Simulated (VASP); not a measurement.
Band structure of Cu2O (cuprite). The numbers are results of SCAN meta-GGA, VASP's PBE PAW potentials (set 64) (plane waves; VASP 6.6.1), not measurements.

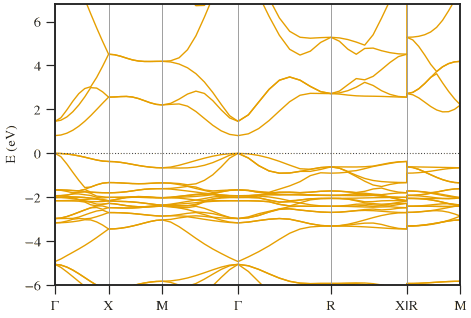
Fig. 1. Bands along high-symmetry lines, zero at the valence-band maximum or, without a gap, the Fermi level

Read the plot: is there a gap, and where are the band edges?

The gap is direct, 0.81 eV, from the valence maximum at Γ to the conduction minimum at Γ.

Measured: gap 2.20 eV (computed value off by -1.39 eV), as given by Wei Chen et al., Physical Review Materials (2018), doi:10.1103/physrevmaterials.2.073803 [zero-point renormalisation of 0.03 eV added back (the table's ZPR column)].

The compound is Cu2O in the cuprite structure. It was relaxed first.
